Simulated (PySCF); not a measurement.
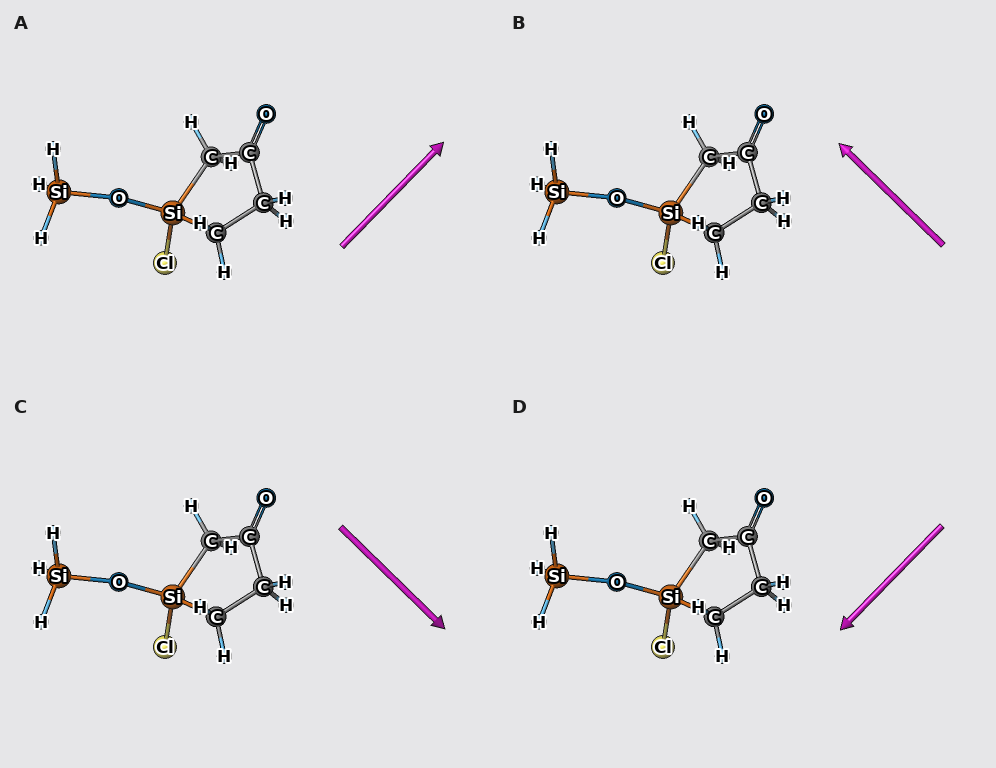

The same molecule four times, each with an arrow. Computed geometry: GFN2-xTB optimisation. No frequency run is at hand to confirm it as a minimum. Properties computed with PBE0/pcSseg-1, gas phase (PySCF 2.14.0).

Which arrow points along the dipole moment, from the negative to the positive end?

Answer. D. The dipole moment is 2.38 D.

The geometry is semi-empirical. Around Si such bond lengths and angles can be off by a tenth of an ångström or more and by several degrees, and values that hang on the shape move with them.
